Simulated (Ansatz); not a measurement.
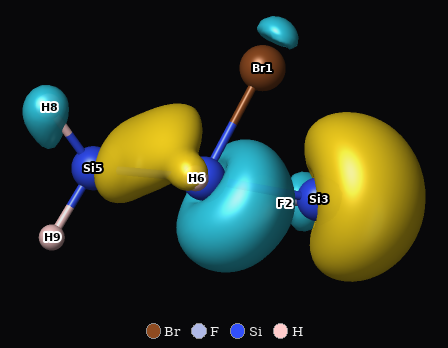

The picture shows: BrFH4Si3. One frontier orbital at ±0.1 Å⁻³ᐟ² (yellow and cyan are the two phases), seen from one side.

Geometry: PBE0-D3(BJ)/def2-SVP.

Theory: isolated molecule in a Gaussian basis; Kohn-Sham density functional theory, functional PBE0 in Ansatz.

```xyz
9

Br   -0.8880   -0.7286   -3.7531
F    -2.2180    1.9127   -2.2661
Si   -2.6387    0.3430   -1.9972
Si   -0.4061   -0.4146   -1.4759
Si    1.4704    0.9856   -1.5048
H    -0.1162   -1.7953   -0.9755
H     1.0877    2.2287   -2.2349
H     2.6347    0.3334   -2.1769
H     1.8430    1.3224   -0.0959
```

Q: Which orbital is it: HOMO or LUMO?

A: The HOMO, at −6.61 eV. Its weight (Hirshfeld) is mainly on Si3 (about 50 %), Si4 (about 30 %) and Si5 (about 5 %).
